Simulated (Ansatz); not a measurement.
HfNH3Cl2F: several calculations on one system

**1. Relaxation**

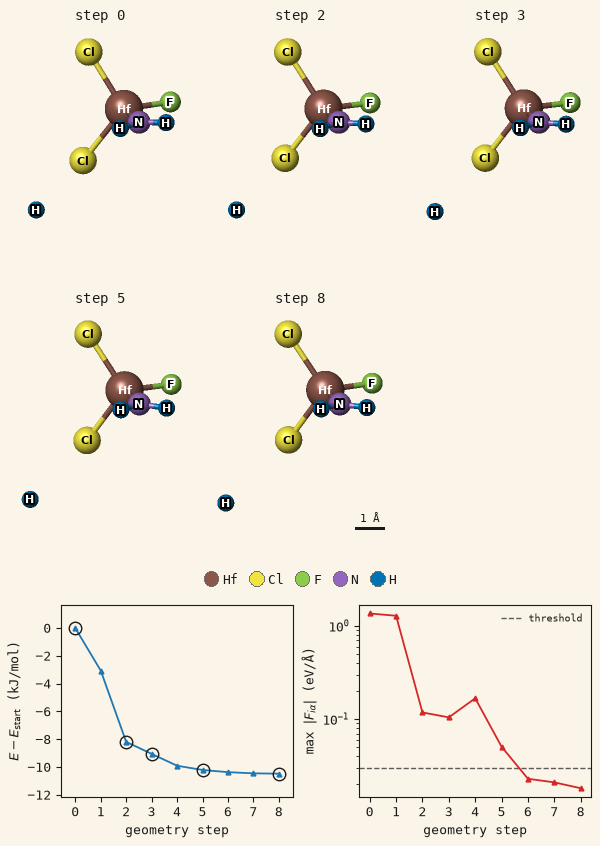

Frames of a relaxation of HfNH3Cl2F (multiplicity 2), marked on the history of the run. The picture is a ball-and-stick view, seen from a free direction.

The run prepares an end point of a later path (reaction) calculation, from a guessed geometry.

These are results of Ansatz 0.2.0, UKS PBE-D4/def2-SVP, not measurements. Set-up: collinear spin; force threshold 0.03 eV/Å; at most 50 steps.

> What happens along the run?

An H atom moves most after the best rigid fit: 0.54 Å. Largest moves by element: H 0.54 Å, Cl 0.23 Å, F 0.11 Å, Hf 0.09 Å, N 0.06 Å. Some distances before and after: Cl–Hf 2.479 → 2.367 Å, Cl–Hf 2.362 → 2.367 Å. Among the angles between lasting bonds that change: Cl–Hf–F 115.0° → 112.6°, Cl–Hf–F 111.2° → 113.3°. Over 8 geometry steps the energy falls by 10.5 kJ/mol. The largest force component goes from 1.4 to 0.018 eV/Å. From step 0 to 2: a Cl atom moves most (0.12 Å), energy −8.19 kJ/mol. From step 2 to 3: an H atom moves most (0.09 Å), energy −0.86 kJ/mol. From step 3 to 5: an H atom moves most (0.26 Å), energy −1.16 kJ/mol. From step 5 to 8: an H atom moves most (0.21 Å), energy −0.27 kJ/mol.

Limits of the set-up: the start holds two separate molecules, 2.6 Å apart at their closest, whose relative position is a soft coordinate.

**2. Relaxation**

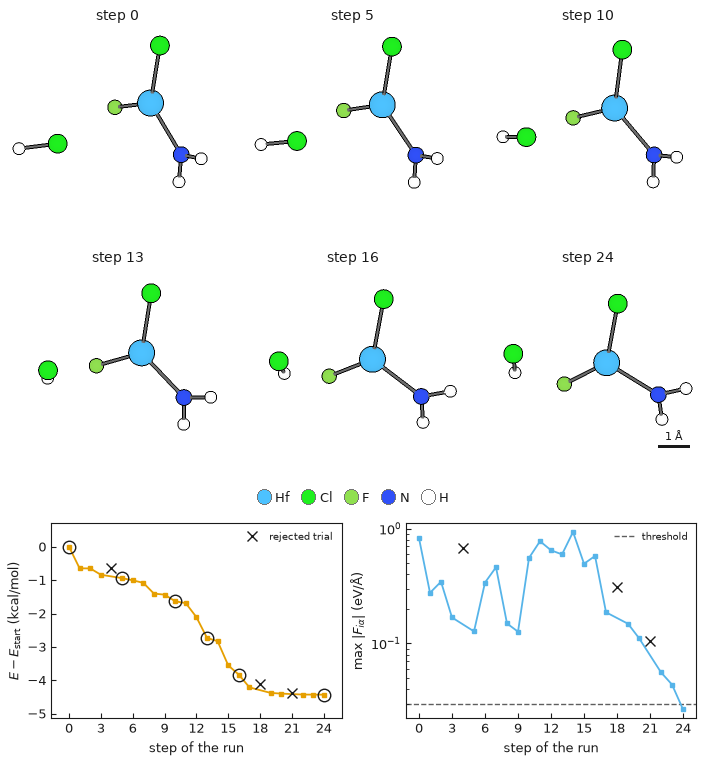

Frames of a relaxation of HfNH₃Cl₂F (multiplicity 2), marked on the history of the run. Style: ball-and-stick. Shown face on.

The run prepares an end point of a later path (reaction) calculation, from a guessed geometry.

These are results of UKS PBE-D4/def2-SVP in Ansatz, not measurements. Settings: collinear spin; force threshold 0.03 eV/Å; at most 50 steps.

What happens along the run?

Answer. The atom that moves furthest after the best rigid fit is the F atom (1.58 Å). By element the largest moves are F 1.58 Å, H 1.31 Å, Cl 1.15 Å, Hf 0.91 Å, N 0.30 Å. Near-neighbour distances that change, for instance: H–Hf 4.735 → 3.023 Å, Cl–Hf 3.718 → 3.261 Å, F–Hf 1.921 → 1.953 Å, Cl–H 1.341 → 1.310 Å. Among the angles between lasting bonds that change: Cl–Hf–F 127.3° → 137.6°, Cl–Hf–N 118.1° → 111.6°, F–Hf–N 114.5° → 109.5°. After 21 accepted moves (24 points after the start) the energy has fallen by 4.43 kcal/mol. Largest force component: 0.83 eV/Å at the start, 0.027 eV/Å at the end. The line search rejected the trial steps at points 4, 18, 21 of the run. Cost: 57 s on 4 threads of Arm Neoverse V2, with other jobs on the host, peak memory 0.22 GiB. From step 0 to 5: an H atom moves most (0.33 Å), energy −0.94 kcal/mol. From step 5 to 10: an H atom moves most (0.47 Å), energy −0.69 kcal/mol. From step 10 to 13: an H atom moves most (0.54 Å), energy −1.10 kcal/mol. From step 13 to 16: Cl and F atoms move most (0.38 Å), energy −1.10 kcal/mol. From step 16 to 24: a Cl atom moves most (0.29 Å), energy −0.60 kcal/mol.

```json
{"step": "0", "E − E(0), kcal/mol": "0.00", "largest force component, eV/Å": "0.8262", "note": ""}
{"step": "1", "E − E(0), kcal/mol": "-0.65", "largest force component, eV/Å": "0.2765", "note": ""}
{"step": "2", "E − E(0), kcal/mol": "-0.65", "largest force component, eV/Å": "0.3453", "note": ""}
{"step": "3", "E − E(0), kcal/mol": "-0.84", "largest force component, eV/Å": "0.1685", "note": ""}
{"step": "4", "E − E(0), kcal/mol": "-0.63", "largest force component, eV/Å": "0.6732", "note": "rejected"}
{"step": "5", "E − E(0), kcal/mol": "-0.94", "largest force component, eV/Å": "0.1275", "note": ""}
{"step": "6", "E − E(0), kcal/mol": "-1.01", "largest force component, eV/Å": "0.3394", "note": ""}
{"step": "7", "E − E(0), kcal/mol": "-1.08", "largest force component, eV/Å": "0.4614", "note": ""}
{"step": "8", "E − E(0), kcal/mol": "-1.40", "largest force component, eV/Å": "0.1494", "note": ""}
{"step": "9", "E − E(0), kcal/mol": "-1.43", "largest force component, eV/Å": "0.1267", "note": ""}
{"step": "10", "E − E(0), kcal/mol": "-1.63", "largest force component, eV/Å": "0.5566", "note": ""}
{"step": "11", "E − E(0), kcal/mol": "-1.69", "largest force component, eV/Å": "0.7780", "note": ""}
{"step": "12", "E − E(0), kcal/mol": "-2.11", "largest force component, eV/Å": "0.6483", "note": ""}
{"step": "13", "E − E(0), kcal/mol": "-2.73", "largest force component, eV/Å": "0.5971", "note": ""}
{"step": "14", "E − E(0), kcal/mol": "-2.83", "largest force component, eV/Å": "0.9365", "note": ""}
{"step": "15", "E − E(0), kcal/mol": "-3.55", "largest force component, eV/Å": "0.4950", "note": ""}
{"step": "16", "E − E(0), kcal/mol": "-3.83", "largest force component, eV/Å": "0.5786", "note": ""}
{"step": "17", "E − E(0), kcal/mol": "-4.21", "largest force component, eV/Å": "0.1869", "note": ""}
{"step": "18", "E − E(0), kcal/mol": "-4.11", "largest force component, eV/Å": "0.3074", "note": "rejected"}
{"step": "19", "E − E(0), kcal/mol": "-4.38", "largest force component, eV/Å": "0.1485", "note": ""}
{"step": "20", "E − E(0), kcal/mol": "-4.40", "largest force component, eV/Å": "0.1113", "note": ""}
{"step": "21", "E − E(0), kcal/mol": "-4.39", "largest force component, eV/Å": "0.1044", "note": "rejected"}
{"step": "22", "E − E(0), kcal/mol": "-4.43", "largest force component, eV/Å": "0.0560", "note": ""}
{"step": "23", "E − E(0), kcal/mol": "-4.43", "largest force component, eV/Å": "0.0438", "note": ""}
{"step": "24", "E − E(0), kcal/mol": "-4.43", "largest force component, eV/Å": "0.0266", "note": ""}
```

Limits of the set-up: the start holds two separate molecules, 3.7 Å apart at their closest, whose relative position is a soft coordinate.

**3. Path**

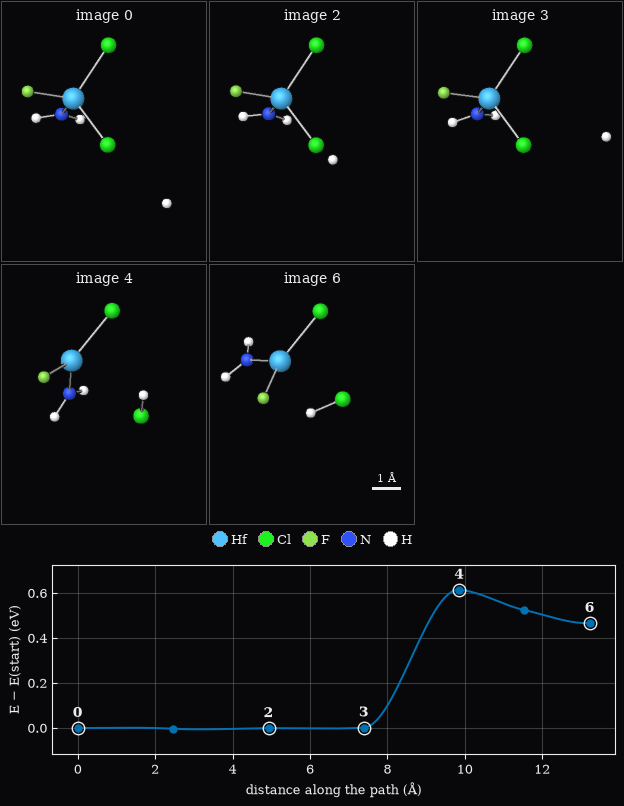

A nudged-elastic-band calculation for HfNH3Cl2F (multiplicity 2), made up at the start of HfNH2Cl2F and H. Images are numbered from 0 (start) to 6 (end). A ball-and-stick model, seen from a free direction.

Theory: UKS PBE-D4/def2-SVP in Ansatz. Run with 5 movable images; climbing image; force threshold 0.05 eV/Å; iteration limit 60; starting path through a guess of the saddle point.

**What happens along the path, and what is the barrier?**

Breaking: Cl–Hf (2.37 → 3.26 Å). Forming: Cl–H (3.33 → 1.31 Å). The highest point, image 4, lies 0.61 eV above the start and 0.15 eV above the end; the end is at +0.47 eV relative to the start. The band is converged. At the top, the vibrational analysis gives one imaginary mode (38i cm⁻¹), as a transition state must have.

Limits of the set-up: the start holds two separate molecules, 3.3 Å apart at their closest, whose relative position is a soft coordinate.
